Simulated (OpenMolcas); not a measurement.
# BClF2 (SMILES FB(F)Cl) at HF/aug-cc-pVTZ (RICD fitting)

What is the vertical electron affinity of BClF2 at HF/aug-cc-pVTZ (RICD fitting)? 

The results are computed with OpenMolcas 26.06.

## Step 1: Starting point

The species is BClF2 (4 atoms), meant as a singlet with charge 0. SMILES: `FB(F)Cl`. Geometry: relaxed at PBE0-D4/def2-TZVP.

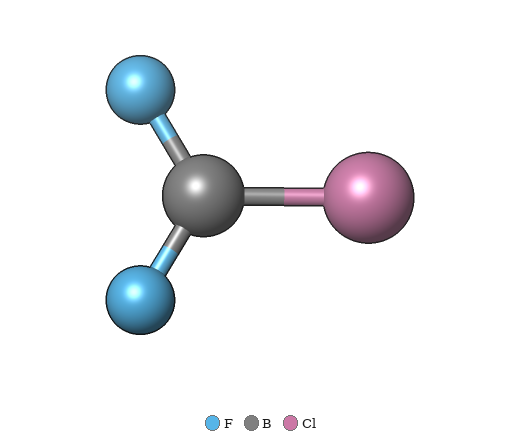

Viewed from a chosen angle; fluorine blue, boron grey, chlorine pink.

## Step 2: Energy and forces at HF/aug-cc-pVTZ (RICD fitting)

geom.xyz

```xyz
4

F     -0.173700    -1.254300    -0.546300
B     -0.067100    -0.041300    -0.062000
F     -1.011600     0.830100    -0.317700
Cl     1.307900     0.405300     0.905700
```

job.input

```
* BClF2 Hartree-Fock

&GATEWAY
 BASLIB = $CurrDir
 COORD = geom.xyz
 BASIS = aug-cc-pVTZ
 GROUP = NoSym
 RICD

&SEWARD

&SCF
 PRORBITALS = 1 1

&ALASKA
```

The basis set aug-cc-pVTZ is read from a file made from the Basis Set Exchange's data (not shown).

Launch:

```bash
$ export MOLCAS_MEM=1860
$ pymolcas job.input > job.log
```

The program printed:

```text
--- Start Module: gateway ---
[...]
--- Stop Module: gateway /rc=_RC_ALL_IS_WELL_ ---
[...]
      Basis functions          188
[...]
--- Start Module: scf ---
[...]
       Convergence after  11 Iterations
[...]
::    Total SCF energy                               -683.3447563518
[...]
      Total spin, S                                     0.0000000000
[...]
      Total electronic charge=   40.000000
      Total            charge=   -0.000000
[...]
      Dipole Moment (debye):
      Origin of the operator (angstrom)=    0.2677    0.0674    0.1736
                   X=  2.3762E-01               Y=  7.8024E-02               Z=  1.6781E-01           Total=  3.0118E-01
      Quadrupole Moment (debye*angstrom):
[...]
--- Stop Module: scf /rc=_RC_ALL_IS_WELL_ ---
[...]
--- Start Module: alaska ---
[...]
 *              Molecular gradients               *
 **************************************************
  Irreducible representation: a
 ------------------------------------------------------------------------------------------
                              X                       Y                       Z
 ------------------------------------------------------------------------------------------
  F1               -6.34040915811873E-04   -1.64234307543580E-02   -6.08526253971942E-03
  B2                1.50007166681352E-02    5.00073072637397E-03    1.06219883368599E-02
  F3               -1.20623890907758E-02    1.21698993534025E-02   -2.91048908742475E-03
  CL4              -2.30428666159099E-03   -7.47199325031644E-04   -1.62623670966866E-03
 ------------------------------------------------------------------------------------------
--- Stop Module: alaska /rc=_RC_ALL_IS_WELL_ ---
[...]
```

Wall time 33 s (1 thread of Intel Xeon Platinum 8259CL at 2.50GHz (Skylake/Cascade Lake), shared host); peak memory 0.72 GiB.

## Step 3: The doublet anion at the same level

geom.xyz is that of step 2.

job.inp

```
>>> EXPORT MOLCAS_PRINT=2

&GATEWAY
 BASLIB=$CurrDir
 COORD=geom.xyz
 BASIS=aug-cc-pVTZ
 GROUP=NoSym
 RICD

&SEWARD

&SCF
 UHF
 CHARGE=-1
 SPIN=2
 PRORBITALS=1 1

&ALASKA
```

The basis set aug-cc-pVTZ is read from a file made from the Basis Set Exchange's data (not shown).

Launch:

```bash
$ export MOLCAS_MEM=1860
$ pymolcas job.inp > job.log
```

The program printed:

```text
--- Start Module: gateway ---
[...]
--- Stop Module: gateway /rc=_RC_ALL_IS_WELL_ ---
[...]
      Basis functions          188
[...]
--- Start Module: scf ---
[...]
       Convergence after  20 Iterations
[...]
::    Total SCF energy                               -683.3041705406
[...]
      Total spin, S                                     0.5002084671
[...]
      Total electronic charge=   41.000000
      Total            charge=   -1.000000
[...]
      Dipole Moment (debye):
      Origin of the operator (angstrom)=    0.2677    0.0674    0.1736
                   X= -4.4030E+00               Y= -1.4359E+00               Z= -3.1095E+00           Total=  5.5782E+00
      Center of Charge (angstrom)
[...]
--- Stop Module: scf /rc=_RC_ALL_IS_WELL_ ---
[...]
--- Start Module: alaska ---
[...]
 *              Molecular gradients               *
 **************************************************
  Irreducible representation: a
 ------------------------------------------------------------------------------------------
                              X                       Y                       Z
 ------------------------------------------------------------------------------------------
  F1                2.39965850662216E-03   -1.26750365711938E-02   -2.98346482688050E-03
  B2                5.55505786628219E-03    1.91855152169773E-03    3.94916715685278E-03
  F3               -7.07218790154052E-03    1.10407439897156E-02   -3.46114501061923E-04
  CL4              -8.82528471583655E-04   -2.84258939514892E-04   -6.19587828662560E-04
 ------------------------------------------------------------------------------------------
--- Stop Module: alaska /rc=_RC_ALL_IS_WELL_ ---
[...]
```

Run time: 78 s. Hardware: 1 thread of Intel Xeon Platinum 8259CL at 2.50GHz (Skylake/Cascade Lake), shared host; peak memory 0.73 GiB.

## Step 4: Outcome

Level: HF/aug-cc-pVTZ (RICD fitting).

| quantity | value |
| --- | --- |
| singlet BClF2: total energy | -683.34476 Eh |
| singlet BClF2: dipole moment | 0.30 D |
| singlet BClF2: HOMO energy | -13.51 eV |
| singlet BClF2: LUMO energy | 1.12 eV |
| singlet BClF2: HOMO–LUMO gap | 14.63 eV |
| singlet BClF2: largest force on an atom | 0.980 eV/Å |
| doublet anion: total energy | -683.30417 Eh |
| doublet anion: HOMO energy (highest over α and β) | 1.09 eV |
| doublet anion: LUMO energy (lowest over α and β) | 3.63 eV |
| doublet anion: ⟨S²⟩ | 0.750 |
| doublet anion: largest force on an atom | 0.681 eV/Å |
| vertical electron affinity (to the doublet anion) | -1.104 eV |

What this shows: The anion lies 1.10 eV (25 kcal/mol) above the neutral: the electron isn't bound at this level, and such a value depends on the basis. Hartree–Fock misses the correlation that binds many anions. The largest force (singlet BClF2) is 0.98 eV/Å: the shape isn't a stationary point for this species at this level. Mulliken charges (singlet BClF2) run from -0.42 on F1 to +0.87 on B2; in a basis this large or diffuse they mean little. Mulliken charges (doublet anion) run from -1.76 on B2 to +1.75 on Cl4; in a basis this large or diffuse they mean little. The HOMO (doublet anion) lies at positive energy, 1.09 eV: the electron is unbound at this level or held by a compact basis; values depend on the basis.
